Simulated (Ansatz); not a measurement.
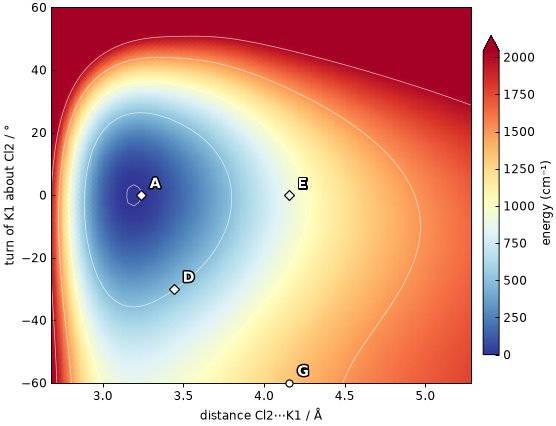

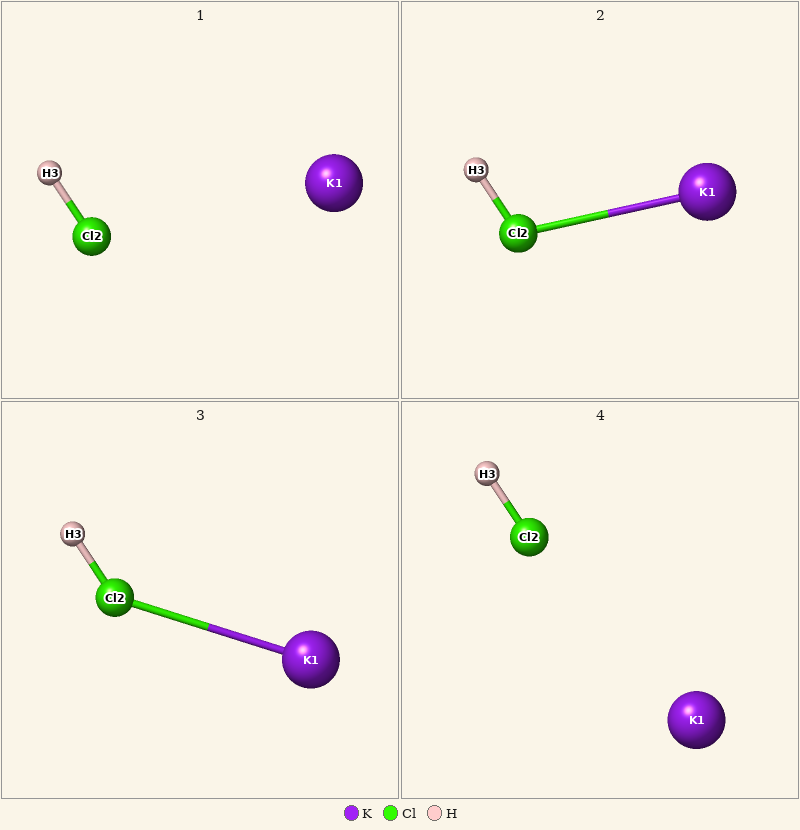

ClHK, charge +1. The turn is about an axis along (0.88, 0.47, 0.00) in the frame of the relaxed pair, normal to the line between the partners. The first coordinate is: distance Cl2···K1; the second: turn of K1 about Cl2. Grid: 13 × 13 points. Points are written as (first, second). Energies are in cm⁻¹, from the lowest grid point. Level of theory: RKS r2SCAN0-D4/def2-TZVPD in Ansatz.

The picture shows a smooth colour map with a few white contour lines, one colour for all values above the top of the scale, lettered points. Between grid points the surface is interpolated. The numbered pictures are the structures at these points, in random order.

**Which structure belongs to which point?**

A is structure 2: (3.239 Å, 0°), 0 cm⁻¹; D is structure 3: (3.444 Å, −30°), 497 cm⁻¹; E is structure 1: (4.154 Å, 0°), 897 cm⁻¹; G is structure 4: (4.154 Å, −60°), 1337 cm⁻¹.
